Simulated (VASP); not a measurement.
Band structure of As (a7). Computed with MS2 meta-GGA, VASP's PBE PAW potentials (set 64) (plane waves; VASP).

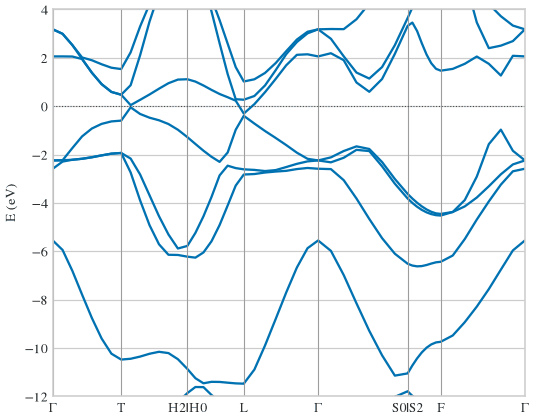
Figure. Bands along high-symmetry lines, zero at the valence-band maximum or, without a gap, the Fermi level

### Question
Read the plot: is there a gap, and where are the band edges?

### Answer
It has no gap at this level: it comes out as a metal or semimetal.

The compound is As in the a7 structure. It was relaxed first.
